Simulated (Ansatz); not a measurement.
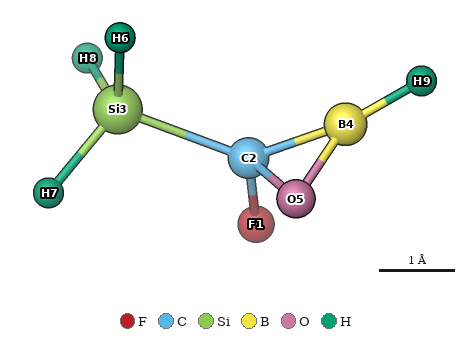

**Figure 1.** The starting structure (ball-and-stick view, seen at a tilt; atoms are numbered from 1 in the order of the input). Bond lengths as drawn: B–C 1.52 Å, B–H 1.18 Å, B–O 1.33 Å, C–F 1.37 Å, C–O 1.48 Å, C–Si 1.89 Å and H–Si 1.48 Å.

Molecular dynamics of CH4BFOSi (part 1 of 2)

CH4BFOSi, SMILES FC1([SiH3])BO1, computed with RKS PBE/def2-SVP (Ansatz 0.2.0).

The geometry comes from this level: PBE0-D4/def2-TZVP. Figures and captions count atoms from 1; the log counts them from 0 in places.

**Log**
```
Functional definition: PBE
  name "PBE"
  cite "Perdew, Burke & Ernzerhof, Phys. Rev. Lett. 77, 3865 (1996) doi:10.1103/PhysRevLett.77.3865"
  parent pbe
  parameter kappa = 0.804
  parameter beta = 0.06672455060314922
  exchange = pbe_x(kappa = kappa, mu = beta*pi^2/3)
  correlation = pbe_c(beta = beta)
1031 factors; their error is unknown
mean field evaluation 1: about -14396.6541 eV, gradient 4.1e1 eV
mean field evaluation 2: about -14385.2103 eV, gradient 8.6e1 eV
mean field evaluation 4: about -14400.2578 eV, gradient 5.4e0 eV
mean field evaluation 8: about -14400.2590 eV, gradient 2.0e-1 eV
mean field evaluation 16: about -14400.2591 eV, gradient 5.9e-5 eV
mean field -14400.25907732 eV, -529.1997602455 hartree, gradient 5.9e-5 eV, S^2 0.000000; 0 other end points of the search recorded, 0 dependent functions left out
the calculation of the forces begins
reference -14400.25911188 eV, -529.1997615153 hartree; 23, 23 occupied and 71, 71 virtual orbitals, 1031 factors
md step     0: t =     0.00 fs  T =   266.7 K  F+E_penalty+E_count = -14400.25907732 eV  E_kin = 0.310224 eV  (26 SCF iters)
these checks for a lower state are left out or cut short: starts, cluster_reference, orbital_swaps, neighbouring_geometries, increment
1031 factors; their error is unknown
mean field -14400.22284537 eV, -529.1984287456 hartree, gradient 1.0e-5 eV, S^2 0.000000; 0 other end points of the search recorded, 0 dependent functions left out
[... from here on the field's lines of each further geometry are left out, up to the last ...]
md step     1: t =     1.00 fs  T =   211.5 K  F+E_penalty+E_count = -14400.22284537 eV  E_kin = 0.246099 eV  (32 SCF iters)
md step     2: t =     2.00 fs  T =   186.4 K  F+E_penalty+E_count = -14400.18727162 eV  E_kin = 0.216835 eV  (31 SCF iters)
md step     3: t =     3.00 fs  T =   154.0 K  F+E_penalty+E_count = -14400.17340007 eV  E_kin = 0.179183 eV  (32 SCF iters)
md step     4: t =     4.00 fs  T =   145.3 K  F+E_penalty+E_count = -14400.18769383 eV  E_kin = 0.169081 eV  (32 SCF iters)
md step     5: t =     5.00 fs  T =   163.2 K  F+E_penalty+E_count = -14400.20862549 eV  E_kin = 0.189834 eV  (31 SCF iters)
md step     6: t =     6.00 fs  T =   153.6 K  F+E_penalty+E_count = -14400.21284446 eV  E_kin = 0.178723 eV  (32 SCF iters)
md step     7: t =     7.00 fs  T =   135.1 K  F+E_penalty+E_count = -14400.19966532 eV  E_kin = 0.157195 eV  (32 SCF iters)
md step     8: t =     8.00 fs  T =   108.8 K  F+E_penalty+E_count = -14400.17777256 eV  E_kin = 0.126546 eV  (32 SCF iters)
md step     9: t =     9.00 fs  T =    87.3 K  F+E_penalty+E_count = -14400.15986721 eV  E_kin = 0.101581 eV  (31 SCF iters)
md step    10: t =    10.00 fs  T =    81.9 K  F+E_penalty+E_count = -14400.15032543 eV  E_kin = 0.095278 eV  (32 SCF iters)
md step    11: t =    11.00 fs  T =    92.0 K  F+E_penalty+E_count = -14400.15247788 eV  E_kin = 0.107019 eV  (32 SCF iters)
md step    12: t =    12.00 fs  T =   107.0 K  F+E_penalty+E_count = -14400.16327627 eV  E_kin = 0.124428 eV  (32 SCF iters)
md step    13: t =    13.00 fs  T =   133.5 K  F+E_penalty+E_count = -14400.17542474 eV  E_kin = 0.155313 eV  (32 SCF iters)
md step    14: t =    14.00 fs  T =   141.9 K  F+E_penalty+E_count = -14400.18344486 eV  E_kin = 0.165060 eV  (31 SCF iters)
md step    15: t =    15.00 fs  T =   135.9 K  F+E_penalty+E_count = -14400.18540582 eV  E_kin = 0.158135 eV  (32 SCF iters)
md step    16: t =    16.00 fs  T =   134.2 K  F+E_penalty+E_count = -14400.18052449 eV  E_kin = 0.156171 eV  (29 SCF iters)
md step    17: t =    17.00 fs  T =   118.9 K  F+E_penalty+E_count = -14400.17377165 eV  E_kin = 0.138370 eV  (32 SCF iters)
md step    18: t =    18.00 fs  T =   116.1 K  F+E_penalty+E_count = -14400.17603522 eV  E_kin = 0.135109 eV  (32 SCF iters)
md step    19: t =    19.00 fs  T =   113.3 K  F+E_penalty+E_count = -14400.18890630 eV  E_kin = 0.131754 eV  (31 SCF iters)
the calculation of the forces begins
reference -14400.20466558 eV, -529.1977606508 hartree; 23, 23 occupied and 71, 71 virtual orbitals, 1031 factors
1031 factors; their error is unknown
mean field evaluation 192: about -14400.2046 eV, gradient 1.7e-3 eV
mean field -14400.20463095 eV, -529.1977593782 hartree, gradient 1.2e-5 eV, S^2 0.000000; 1 other end points of the search recorded, 0 dependent functions left out
the calculation of the forces begins
reference -14400.20466558 eV, -529.1977606508 hartree; 23, 23 occupied and 71, 71 virtual orbitals, 1031 factors
md step    20: t =    20.00 fs  T =   123.4 K  F+E_penalty+E_count = -14400.20463095 eV  E_kin = 0.143519 eV  (28 SCF iters)
```

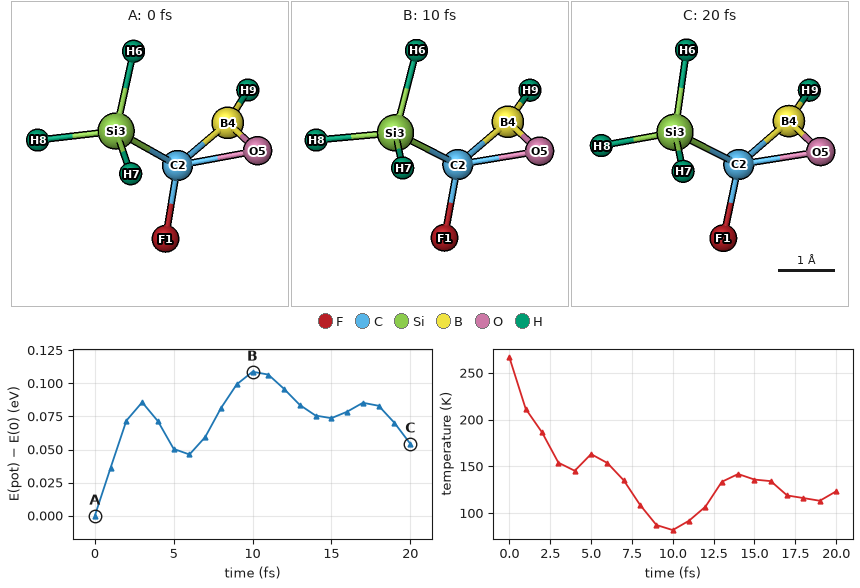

**Figure 2.** Frames of the molecular dynamics (ball-and-stick, seen at a tilt) above the curves, on which the letters mark them. The trajectory kept here has 21 frames over 20 fs. The temperature starts at 267 K, ranges from 82 to 267 K and averages 118 K over the second half. The potential energy ends 0.054 eV above its first value. After an unweighted best fit of the last frame on the first, the root-mean-square displacement is 0.10 Å, and H8 has moved furthest (0.16 Å).

```
Total energy: -14400.20466558 eV, -529.1977606508 hartree
Atom 0 at    -1.019168    -0.708986    -1.386496 Å, force    -0.183373     0.171086     0.030396 eV/Å
Atom 1 at    -0.510789     0.028478    -0.332280 Å, force     0.308199     0.030267    -0.159448 eV/Å
Atom 2 at     1.187094    -0.701737     0.161163 Å, force    -0.865247    -0.018566     0.677843 eV/Å
Atom 3 at    -1.439192     1.034896     0.374793 Å, force    -0.098250     0.032982    -0.361031 eV/Å
Atom 4 at    -0.614326     1.500220    -0.596678 Å, force    -0.267584    -0.040521     0.316362 eV/Å
Atom 5 at     1.577954     0.005319     1.424902 Å, force     0.221387     0.047366    -0.022378 eV/Å
Atom 6 at     2.244690    -0.667122    -0.876919 Å, force     0.150342     0.042597    -0.265524 eV/Å
Atom 7 at     0.749246    -2.092081     0.518720 Å, force     0.318575    -0.153578    -0.044789 eV/Å
Atom 8 at    -2.364474     1.460660     1.049954 Å, force     0.415950    -0.111633    -0.171430 eV/Å
Dipole moment:     0.096105    -0.003409     0.250288 e Å
```

**Trajectory as extended XYZ (Å, eV, eV/Å), 21 frames, from step=0 to step=20**
```
9
Properties=species:S:1:pos:R:3:forces:R:3 step=0 time_fs=0.0 energy=-14400.25908 temperature=266.7
F    -1.1084   -0.7106   -1.3726   -0.1424  -0.2758  -0.3080
C    -0.5283   -0.0111   -0.3465    0.0519  -0.4403   0.0750
Si    1.1675   -0.6872    0.1253   -0.0102  -0.0007   0.0142
B    -1.4010    1.0152    0.3518   -0.2209  -0.1311   0.3032
O    -0.5828    1.4394   -0.6112    0.3307   0.7647  -0.4740
H     1.6690    0.1355    1.2537    0.1441   0.1667   0.2522
H     2.0920   -0.6024   -1.0323    0.2192   0.0070  -0.2579
H     1.0056   -2.0986    0.5507   -0.0152  -0.3148   0.0899
H    -2.2251    1.4735    1.0639   -0.3573   0.2244   0.3054
9
Properties=species:S:1:pos:R:3:forces:R:3 step=1 time_fs=1.0 energy=-14400.22285 temperature=211.5
F    -1.1015   -0.7107   -1.3731   -0.1853  -0.2683  -0.3295
C    -0.5273   -0.0087   -0.3453    0.1184  -0.5154  -0.0118
Si    1.1666   -0.6900    0.1240   -0.4142  -0.0488   0.3354
B    -1.4018    1.0156    0.3488   -0.3863  -0.1940   0.4977
O    -0.5890    1.4421   -0.6089    0.5122   0.8454  -0.6804
H     1.6526    0.1345    1.2394    0.2333   0.3027   0.4911
H     2.1036   -0.6115   -0.9842    0.5581   0.0331  -0.7621
H     0.9977   -2.0941    0.5559   -0.0341  -0.3926   0.1127
H    -2.2273    1.4718    1.0569   -0.4020   0.2380   0.3469
9
Properties=species:S:1:pos:R:3:forces:R:3 step=2 time_fs=2.0 energy=-14400.18727 temperature=186.4
F    -1.0950   -0.7114   -1.3736   -0.2168  -0.2487  -0.3354
C    -0.5257   -0.0065   -0.3442    0.1561  -0.5605  -0.1109
Si    1.1650   -0.6927    0.1229   -0.6413  -0.0405   0.6012
B    -1.4023    1.0157    0.3463   -0.6144  -0.1964   0.7290
O    -0.5945    1.4455   -0.6069    0.6614   0.8887  -0.8466
H     1.6399    0.1355    1.2322    0.2675   0.3612   0.6175
H     2.1221   -0.6199   -0.9445    0.7841   0.0465  -1.0907
H     0.9884   -2.0911    0.5598   -0.0497  -0.4480   0.1291
H    -2.2346    1.4711    1.0522   -0.3470   0.1977   0.3068
9
Properties=species:S:1:pos:R:3:forces:R:3 step=3 time_fs=3.0 energy=-14400.17340 temperature=154.0
F    -1.0887   -0.7123   -1.3741   -0.2382  -0.2213  -0.3292
C    -0.5237   -0.0044   -0.3433    0.1710  -0.5824  -0.2124
Si    1.1634   -0.6950    0.1221   -0.6356   0.0028   0.7699
B    -1.4029    1.0162    0.3442   -0.8697  -0.1474   0.9715
O    -0.5992    1.4497   -0.6054    0.7760   0.8973  -0.9703
H     1.6307    0.1407    1.2315    0.2499   0.3308   0.6167
H     2.1475   -0.6274   -0.9158    0.8186   0.0424  -1.1762
H     0.9782   -2.0908    0.5651   -0.0535  -0.4372   0.1233
H    -2.2445    1.4740    1.0496   -0.2186   0.1150   0.2067
9
Properties=species:S:1:pos:R:3:forces:R:3 step=4 time_fs=4.0 energy=-14400.18769 temperature=145.3
F    -1.0831   -0.7125   -1.3744   -0.2557  -0.2053  -0.3243
C    -0.5211   -0.0026   -0.3427    0.1466  -0.5561  -0.3007
Si    1.1618   -0.6968    0.1217   -0.3619   0.0027   0.7863
B    -1.4040    1.0161    0.3435   -1.0467  -0.0599   1.1223
O    -0.6031    1.4536   -0.6050    0.8108   0.8533  -0.9906
H     1.6228    0.1502    1.2351    0.2034   0.2352   0.5246
H     2.1803   -0.6349   -0.9013    0.6020   0.0217  -0.9847
H     0.9666   -2.0963    0.5725   -0.0353  -0.3082   0.0804
H    -2.2557    1.4784    1.0490   -0.0632   0.0167   0.0868
9
Properties=species:S:1:pos:R:3:forces:R:3 step=5 time_fs=5.0 energy=-14400.20862 temperature=163.2
F    -1.0781   -0.7126   -1.3747   -0.2635  -0.1921  -0.3102
C    -0.5178   -0.0015   -0.3419    0.0768  -0.4896  -0.3877
Si    1.1604   -0.6985    0.1214    0.0805  -0.0515   0.7492
B    -1.4060    1.0151    0.3442   -1.1301   0.0536   1.1617
O    -0.6062    1.4571   -0.6053    0.7741   0.7562  -0.9145
H     1.6146    0.1606    1.2442    0.1425   0.0954   0.3616
H     2.2180   -0.6421   -0.8977    0.2241  -0.0036  -0.6341
H     0.9540   -2.1069    0.5823    0.0027  -0.0845   0.0003
H    -2.2688    1.4834    1.0476    0.0929  -0.0840  -0.0263
9
Properties=species:S:1:pos:R:3:forces:R:3 step=6 time_fs=6.0 energy=-14400.21284 temperature=153.6
F    -1.0726   -0.7126   -1.3753   -0.2660  -0.1767  -0.2855
C    -0.5144   -0.0005   -0.3408   -0.0079  -0.4066  -0.4733
Si    1.1595   -0.7000    0.1212    0.5261  -0.1033   0.7487
B    -1.4086    1.0140    0.3456   -1.1273   0.1769   1.0992
O    -0.6084    1.4604   -0.6064    0.6808   0.6213  -0.7631
H     1.6056    0.1705    1.2579    0.0814  -0.0624   0.1641
H     2.2555   -0.6481   -0.8987   -0.1646  -0.0218  -0.2828
H     0.9424   -2.1189    0.5921    0.0462   0.1473  -0.0878
H    -2.2826    1.4889    1.0451    0.2313  -0.1746  -0.1194
9
Properties=species:S:1:pos:R:3:forces:R:3 step=7 time_fs=7.0 energy=-14400.19967 temperature=135.1
F    -1.0672   -0.7126   -1.3760   -0.2705  -0.1655  -0.2656
C    -0.5115    0.0005   -0.3399   -0.0966  -0.2972  -0.5240
Si    1.1591   -0.7015    0.1220    0.9024  -0.1049   0.7432
B    -1.4124    1.0135    0.3481   -1.0187   0.2690   0.9371
O    -0.6100    1.4635   -0.6080    0.5374   0.4689  -0.5565
H     1.5966    0.1782    1.2731    0.0340  -0.2017  -0.0141
H     2.2902   -0.6527   -0.9009   -0.5069  -0.0345   0.0174
H     0.9302   -2.1276    0.5993    0.0850   0.3036  -0.1512
H    -2.2952    1.4923    1.0443    0.3339  -0.2377  -0.1863
9
Properties=species:S:1:pos:R:3:forces:R:3 step=8 time_fs=8.0 energy=-14400.17777 temperature=108.8
F    -1.0623   -0.7121   -1.3762   -0.2881  -0.1723  -0.2735
C    -0.5098    0.0013   -0.3394   -0.1659  -0.1572  -0.5194
Si    1.1587   -0.7029    0.1238    1.1752  -0.0822   0.7319
B    -1.4171    1.0137    0.3515   -0.7881   0.3218   0.6739
O    -0.6108    1.4665   -0.6096    0.3539   0.3039  -0.3109
H     1.5881    0.1827    1.2883    0.0029  -0.3081  -0.1555
H     2.3193   -0.6560   -0.9030   -0.7789  -0.0436   0.2517
H     0.9169   -2.1330    0.6044    0.1209   0.3988  -0.1932
H    -2.3039    1.4947    1.0446    0.3681  -0.2610  -0.2050
```
